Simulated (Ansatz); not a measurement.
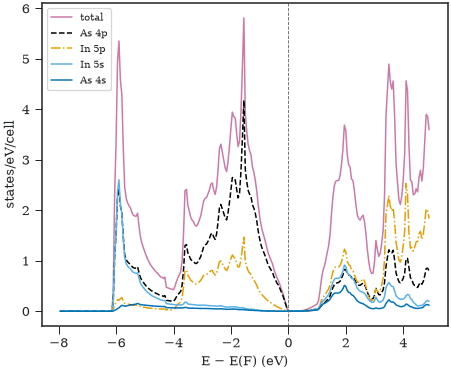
Figure. Total and projected density of states of InAs (wurtzite, P6_3mc), LDA (plane waves, PAW; program Ansatz)

Task: Which orbitals carry the states next to the Fermi level?

Result: Within 0.5 eV of the Fermi level: As 4p 85 %, In 5p 13 %. Projections are on Löwdin-orthogonalised atomic valence shells; empty p or d shells of many metals are not among them.

Task: Where is the tallest occupied peak in this window, and what makes it?

Result: Near -1.5 eV, about 5.8 states/eV per cell; the largest projected share is As 4p.

The first step of the workflow began from a Materials Project structure, measured or hypothetical; the Crystallography Open Database copy checked does not list it. It is not the phase usual at ambient conditions (space group No. 216). The LDA relaxation kept the symmetry of its start; whether a distortion lowers the energy is not shown. Scalar-relativistic: spin–orbit coupling is off unless named, which matters more the heavier the elements.

Potentials: the later of the program's two PAW sets.
